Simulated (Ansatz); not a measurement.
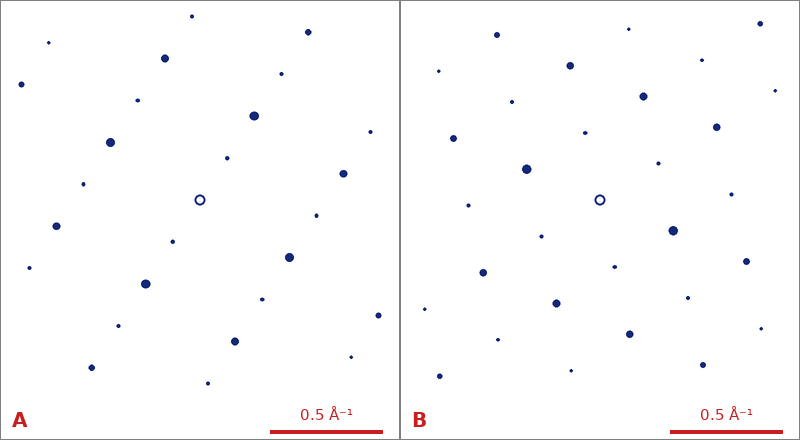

Kinematic electron diffraction patterns (300 kV, B = 0.5 Å², same scale, each along a low-index zone) of two structures of composition TlMo, each relaxed at zero pressure with DFT PBE, scalar-relativistic, plane waves, PAW (Ansatz).

The structures (standard cells):
1. P4/mmm (No. 123), a = 2.956 Å, c = 4.451 Å, 2 atoms; generated start, possibly hypothetical
2. Fm-3m (No. 225), a = 5.596 Å, 8 atoms; generated start, possibly hypothetical

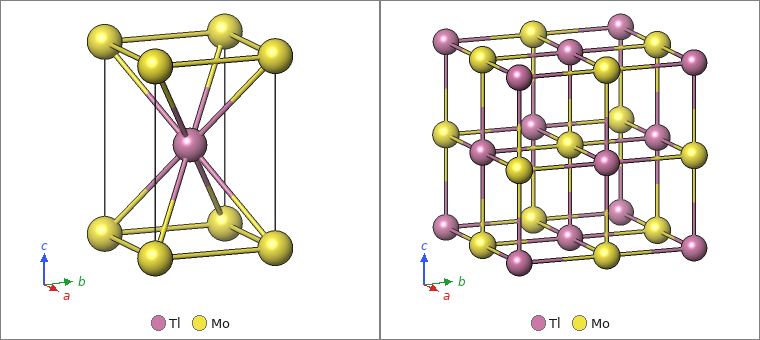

Drawings of the structures 1 to 2, from left to right (each may span several cells).

### Which pattern belongs to which structure, and along which zone?

A is structure 1 along [110] or an equivalent direction: rectangular net of 0 0 1 at d = 4.45 Å and 1 -1 0 at d = 2.09 Å, 90.0° apart. B is structure 2 along [110] or an equivalent direction: centred rectangular net of -1 1 -1 at d = 3.23 Å and -1 1 1 at d = 3.23 Å, 70.5° apart.

### Which structure lies lowest at this level of theory, and by how much?

Structure 1 (P4/mmm, 19.45 Å³ an atom) is the lowest of these; structure 2 (Fm-3m, 21.91 Å³ an atom) lies about 460 meV an atom higher. These are static energies at 0 K; other structures, not shown, may lie lower still.
